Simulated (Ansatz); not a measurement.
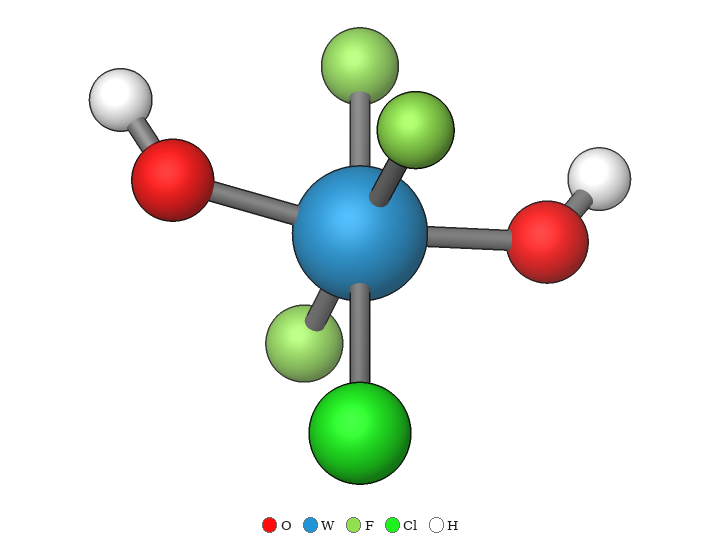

A ball-and-stick model of a molecule. Every bond is drawn as one stick, whatever its order.

The species is neutral and a spin singlet.

What does the picture show?

The molecule is ClF₃H₂O₂W. As SMILES it reads `[OH][W]([OH])([F])([F])([F])[Cl]`. The point group is C2v. Coordination: 2 O bent; 1 W octahedral.

More results for the same structure follow; atom numbers are the same in all pictures, views and colours differ. Computed geometry: PBE0-D4/def2-TZVP optimisation.

**Levels of theory compared**

Program: Ansatz 0.2.0.

Tabulate HOMO–LUMO gap (eV), HOMO energy (eV) at these levels: B3LYP-D4/def2-TZVPP; B97M-V/def2-TZVPP; BLYP-D4/def2-TZVPP; CAM-B3LYP-D4/def2-TZVPP; PBE0-D4/def2-QZVPP; PBE0-D4/def2-SVP; PBE0-D4/def2-TZVPP; SPW92 (LDA)/def2-TZVPP; r2SCAN-D4/def2-TZVPP; r2SCANh-D4/def2-TZVPP; ωB97M-V/def2-QZVPP; ωB97X-V/def2-TZVPP.

| level | HOMO–LUMO gap (eV) | HOMO energy (eV) |
| --- | --- | --- |
| B3LYP-D4/def2-TZVPP | 5.51 | −9.46 |
| B97M-V/def2-TZVPP | 4.35 | −8.71 |
| BLYP-D4/def2-TZVPP | 3.82 | −8.06 |
| CAM-B3LYP-D4/def2-TZVPP | 8.43 | −11.13 |
| PBE0-D4/def2-QZVPP | 6.01 | −9.78 |
| PBE0-D4/def2-SVP | 5.85 | −9.71 |
| PBE0-D4/def2-TZVPP | 6.01 | −9.75 |
| SPW92 (LDA)/def2-TZVPP | 3.83 | −8.39 |
| r2SCAN-D4/def2-TZVPP | 4.24 | −8.61 |
| r2SCANh-D4/def2-TZVPP | 5.05 | −9.18 |
| ωB97M-V/def2-QZVPP | 10.39 | −12.04 |
| ωB97X-V/def2-TZVPP | 10.55 | −12.14 |

**Vibrations**

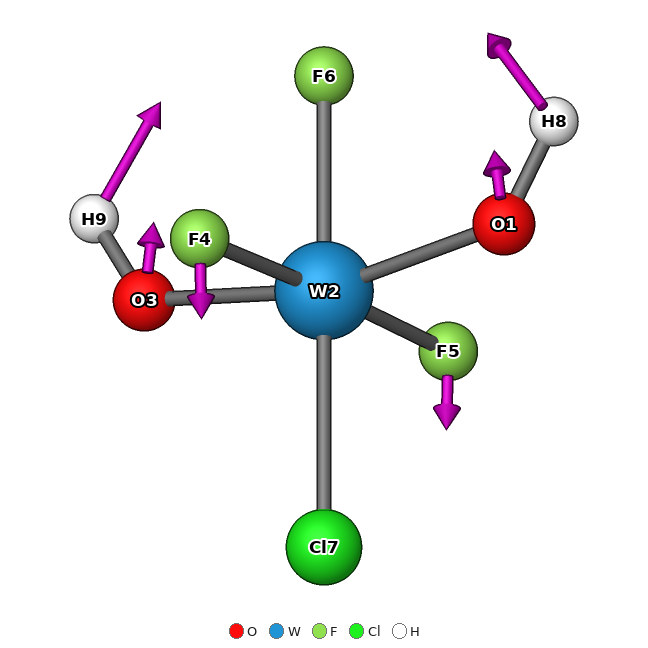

The arrows show one normal mode. Harmonic vibrations computed with RKS PBE0-D4/def2-TZVP, core potentials on W (Ansatz 0.2.0) at a stationary point of the same level.

Question: What kind of motion is it?

Answer: Mostly angle bending.

Question: At what wavenumber does it lie?

Answer: 140 cm⁻¹; it is mode 3 of 21 counted from the lowest.

**Charges**

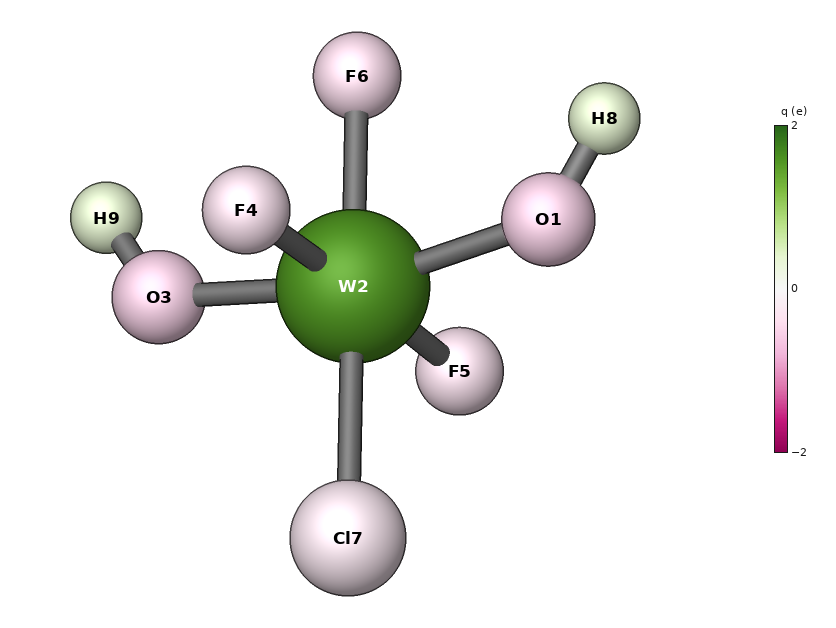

Atoms are coloured by their Mulliken charges. Properties computed with RKS PBE0-D4/def2-TZVP, core potentials on W (Ansatz 0.2.0).

Question: Which atom carries the highest charge (most positive or least negative)?

Answer: W2 (1.56 e).

Question: And the lowest?

Answer: O1, O3 (−0.50 e).

List the Mulliken charges.

| atom | value (e) |
| --- | --- |
| O1 | −0.50 |
| W2 | 1.56 |
| O3 | −0.50 |
| F4 | −0.32 |
| F5 | −0.32 |
| F6 | −0.39 |
| Cl7 | −0.25 |
| H8 | 0.37 |
| H9 | 0.37 |

Mulliken values depend strongly on the basis set and can even reverse the polarity of a bond.
